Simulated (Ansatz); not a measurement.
SnTe (rock salt)

Space group Fm-3m (No. 225); a = b = c = 6.4092 Å, α = β = γ = 90.00°

```json
[
 {"atom": "Te", "site": "4a", "symmetry": "m-3m", "x": "0.0000", "y": "0.0000", "z": "0.0000"},
 {"atom": "Sn", "site": "4b", "symmetry": "m-3m", "x": "0.5000", "y": "0.5000", "z": "0.5000"}
]
```
(The calculation used a cell of 2 atoms; values per cell refer to that cell.)

E(V) scan at fixed shape, V₀ the volume above. Symmetry pins the atoms to their sites.

These are PBE (plane waves to 420 eV, PAW, scalar-relativistic; Ansatz, a program for electronic structure) values and carry that method's errors. k mesh 13×13×13 (Γ-centred), Fermi-Dirac smearing 0.05 eV. E stands for the smeared free energy. SnTe was relaxed with its symmetry unable to fall. Spin-orbit coupling is left out, though Te is heavy. The zero of ΔE is the relaxed starting cell.

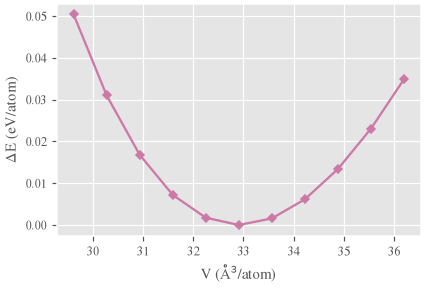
Figure: ΔE (eV/atom) against V (Å³/atom); markers are the computed points, lines only join them.

The bulk modulus B₀ (third-order Birch-Murnaghan fit) is 40.5 GPa, the pressure for 5 % compression (fit) is 2.3 GPa and the equilibrium volume of the fit is 32.91 Å³/atom. The pressure derivative B₀′ (fit) is 4.4 and the pressure at the smallest volume is 5.39 GPa.

Check by three points about V = 32.909 Å³/atom, step 0.658: d²E/dV² ≈ (1.7 − 2·0.0 + 1.6) meV / 0.658² = 0.00762 eV/Å⁶, and V·d²E/dV² × 160.2 = 40.2 GPa.

(Under strain, the slope of the energy per volume gives the stress and its curvature an elastic modulus.)
